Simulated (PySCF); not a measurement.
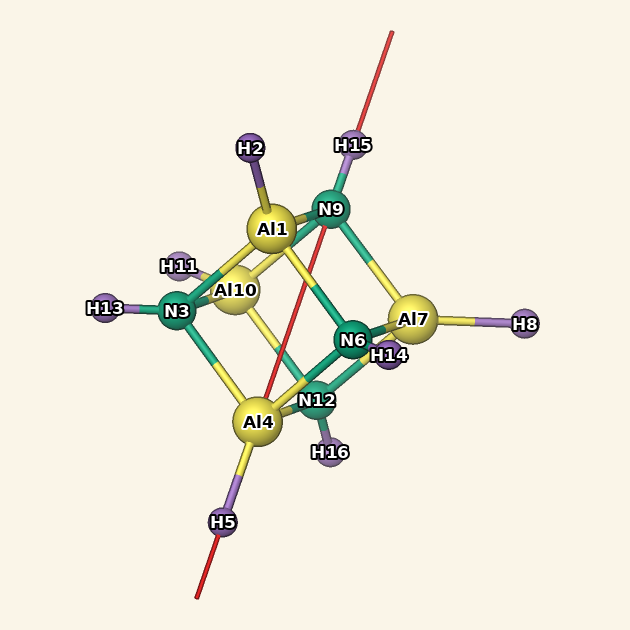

A line through the centre of mass is drawn in. Depth is shown by fading: the farther an atom, the more it takes the colour of the background. The computed structure is the end point of a PBE0-D3(BJ)/def2-SVP optimisation. No frequency run is at hand to confirm it as a minimum.

Is the line a proper rotation axis of the structure, and of what order?

Answer. Yes, a C3 axis. A turn by 120° leaves Al4, H5, N9, H15 in place and moves Al1 → Al7 → Al10 → Al1; H2 → H8 → H11 → H2; N3 → N6 → N12 → N3; H13 → H14 → H16 → H13. The point group is Td.
